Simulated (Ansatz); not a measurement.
## Electronic structure of F2H3Si2 (doublet) in real space

```xyz
7

F     1.7691   -0.8769    1.3612
Si    0.2126   -0.9921    1.0082
F     0.0469   -2.3884    0.2444
Si   -0.3863    0.7733   -0.4569
H     0.4281    0.7664   -1.7013
H    -0.1845    2.0450    0.2822
H    -1.8247    0.6044   -0.7833
```

Geometry: PBE0-D4/def2-TZVP.

All numbers below come from UKS PBE0-D4/def2-TZVPP (Ansatz).

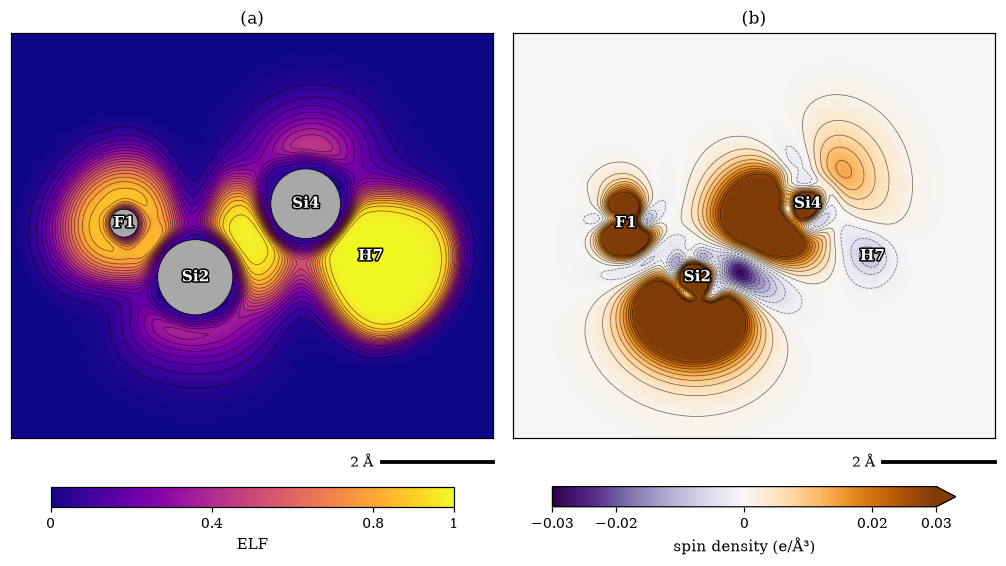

Figure 1. (a) electron localisation function; (b) spin density on the plane of atoms Si2, Si4 and H7. Grey discs cover the atomic cores in the ELF map.

What does the map show?

Atoms in the plane: F, Si and H.
Si–F (1.60 Å): the ELF peaks at about 0.85 in the valence shell of F, 0.6 Å from its nucleus, and is about 0.40 at the midpoint.
Si–Si (2.37 Å): the ELF peaks at about 1 between the atoms: localised, covalent bonding.
Si–H (1.48 Å): the ELF climbs to about 1 towards the hydrogen, as it does in any bond to H.
The ELF also peaks beside F1, away from the bonds: non-bonding electrons, paired or unpaired.
The unpaired spin (1 electron) lies mostly on Si2 (about 0.7) and Si4 (about 0.2), in electrons by Hirshfeld's partition.

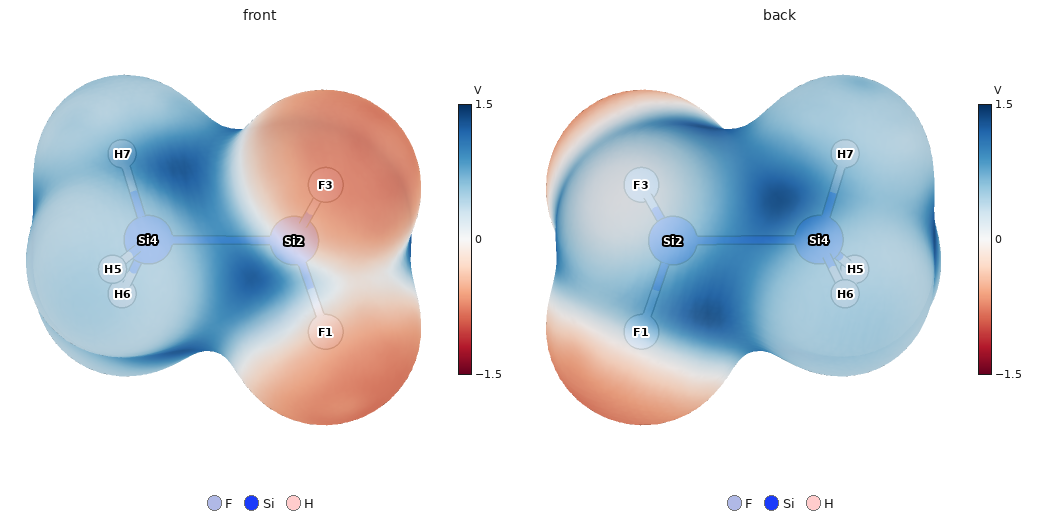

Figure 2. The molecular electrostatic potential painted on the density surface at 0.002 e/bohr³, seen from the front and from behind; the colour scale runs from red (negative) to blue (positive).

Where is the surface potential most negative and most positive?

The most negative region (about −0.8 V) lies over F1 and F3, the most positive (about +1.3 V) over Si2 and Si4.

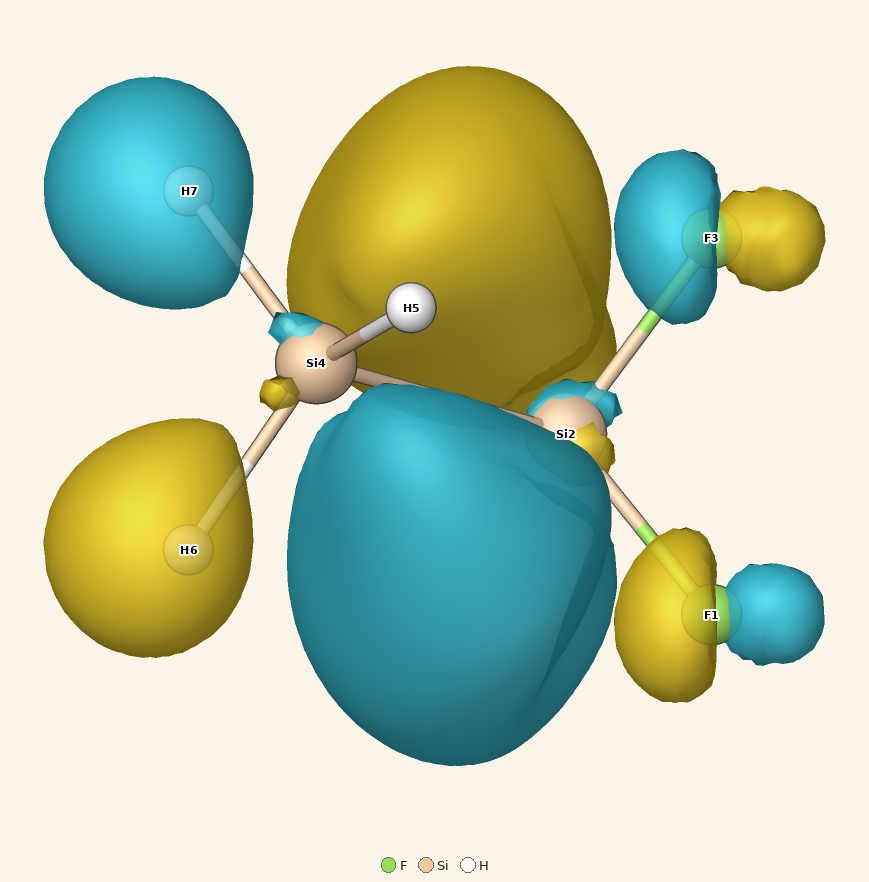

Figure 3. One frontier orbital at ±0.1 Å⁻³ᐟ² (yellow and cyan are the two phases), seen at a tilt.

Which orbital is it: HOMO (α) or LUMO (α)?

The LUMO (α), at −0.48 eV. By Hirshfeld shares it lies mainly on Si2 (about 45 %), Si4 (about 30 %), F1 (about 5 %) and F3 (about 5 %).

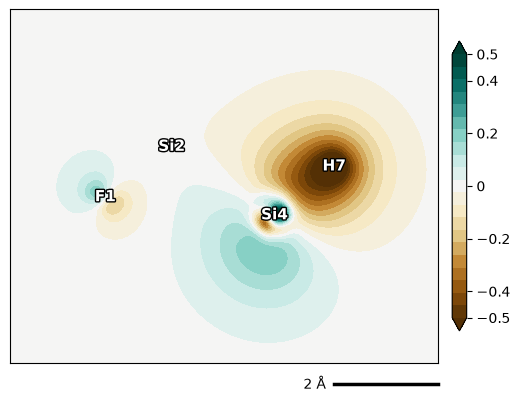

Figure 4. The HOMO−1 (β) on the plane of atoms F1, Si2 and Si4 (values in Å⁻³ᐟ²; the overall sign is arbitrary).

What is the character of this orbital?

It lies mainly on Si4 (about 45 %), H6 (about 25 %) and H7 (about 25 %). Its energy is −10.34 eV.
